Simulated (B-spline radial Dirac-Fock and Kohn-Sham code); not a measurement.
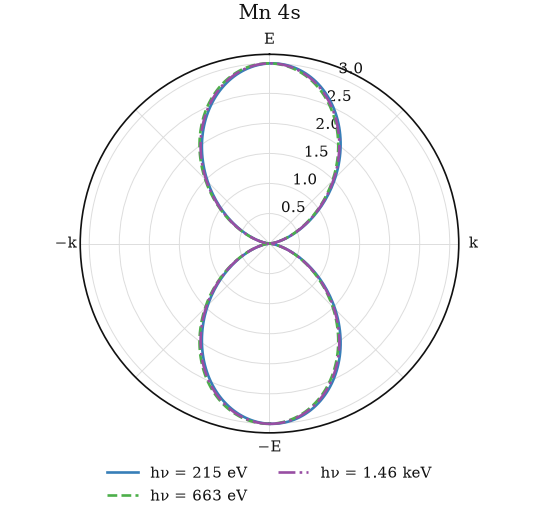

Figure. Angular distribution of photoelectrons from N1 (4s) in the plane of the polarisation E (up) and the photon direction k (right), relative to an isotropic one. It refers to atomic Mn. Computed with a B-spline radial atomic code: a Dirac–Hartree–Slater potential; 1 + βP₂(cos θ) + (δ + γ cos²θ) sin θ cos φ with E1 and E1–E2 terms. Open shells are averaged over j.

At 215 eV, β = 1.999, γ = 0.131 and δ = 0.000. At 663 eV, β = 2.000, γ = −0.046 and δ = 0.000. At 1.46 keV, β = 2.000, γ = 0.033 and δ = 0.000. At 1.46 keV the emission 45° forward of E is 1.0 times that 45° backward, and the lobe peaks 0° from E.
